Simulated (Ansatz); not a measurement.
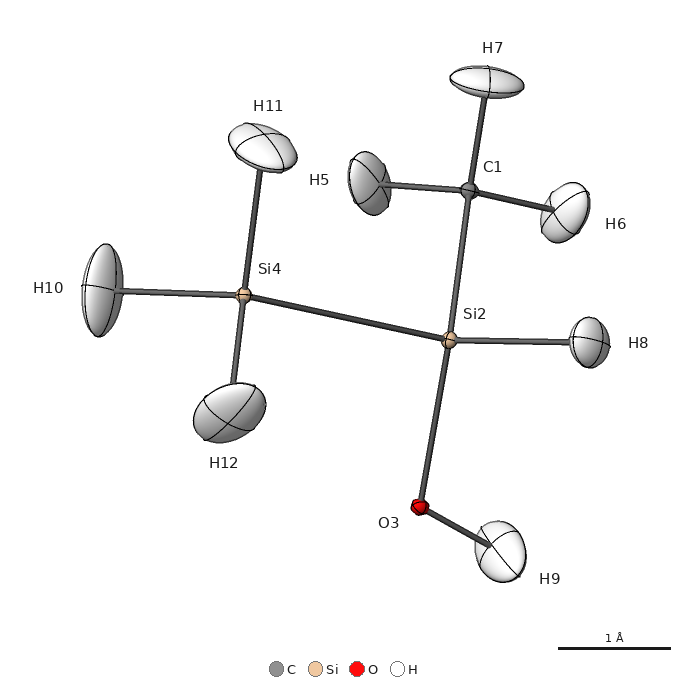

Displacement ellipsoids at the 50 % level, from the internal vibrations of the free molecule (harmonic, no overall translation or rotation; no half-axis is drawn under 0.075 Å). Vibrations computed with RKS PBE0-D4/def2-TZVP (Ansatz 0.2.0). Temperature: 0 K (zero-point motion alone).

> Which atom moves most?

H9, with U_eq = 0.0411 Å².

> Does H9 move more along its bond or across it?

Across it: the root-mean-square amplitude is 0.085 Å along the bond and up to 0.306 Å across, since bending and torsion are softer than stretching.

List U_eq and the three principal root-mean-square amplitudes for each kind of atom.

| atom | U_eq (Å²) | rms amplitudes (Å) |
| --- | --- | --- |
| C1 | 0.0023 | 0.033, 0.044, 0.063 |
| Si2 | 0.0010 | 0.028, 0.031, 0.036 |
| O3 | 0.0021 | 0.031, 0.044, 0.058 |
| Si4 | 0.00075 | 0.015, 0.028, 0.035 |
| H5 | 0.0256 | 0.078, 0.155, 0.216 |
| H6 | 0.0252 | 0.092, 0.152, 0.210 |
| H7 | 0.0256 | 0.083, 0.153, 0.216 |
| H8 | 0.0183 | 0.093, 0.145, 0.159 |
| H9 | 0.0411 | 0.083, 0.152, 0.306 |
| H10 | 0.0375 | 0.087, 0.180, 0.269 |
| H11 | 0.0365 | 0.090, 0.177, 0.265 |
| H12 | 0.0367 | 0.090, 0.177, 0.266 |
